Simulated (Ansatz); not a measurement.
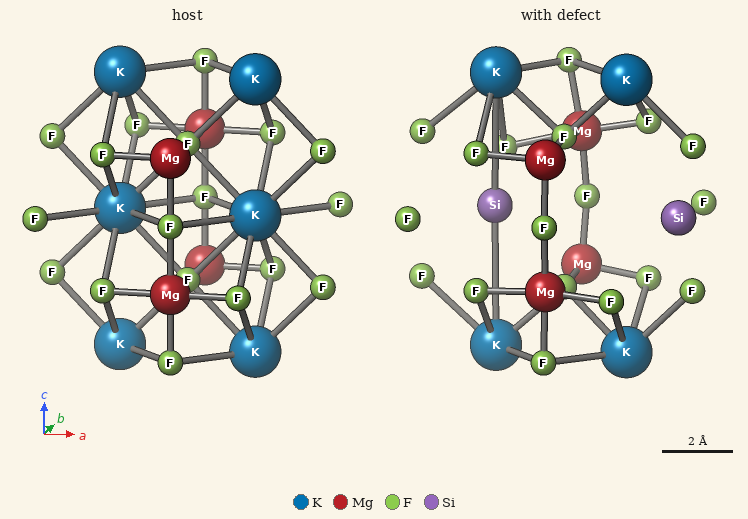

Left: perfect KMgF3. Right: the same region with a pair of point defects, after relaxing the atoms in a supercell of 40 sites. Style: ball-and-stick. Shown: the atoms within 4.8 Å of one point, in a slice 5.0 Å thick across the line of sight, slightly off an axis.

Level of theory: DFT, PBEsol, PAW, plane waves (Ansatz). Settings: plane-wave cutoff 420 eV; k-point mesh 1 × 1 × 1; mesh shifted by (0.25, 0.25, 0.25); no spin polarisation. Fermi-Dirac smearing of 0.01 eV. The axes drawn are those of the host's conventional cell.

Which defect is it?

Two potassium atoms are replaced by silicon, the two sites 4.0 Å apart.

The charge state of the cell is 0.

What does the relaxation do around it?

One site: in the host the K atom has 12 F at 2.82 Å; the Si atom ends with 2 F at 1.97 Å. The other site: in the host the K atom has 12 F at 2.82 Å; the Si atom ends with 4 F at 2.13 to 2.18 Å, 1 Si at 2.51 Å. Of the host's atoms, a fluorine atom moves furthest from its site, by 0.67 Å. The Si atom itself moves 0.31 Å from where it was put. The Si atom itself moves 1.44 Å from where it was put.

Limits of the set-up: the periodic images lie only 8.0 Å apart, so the values are limited by the cell's size.
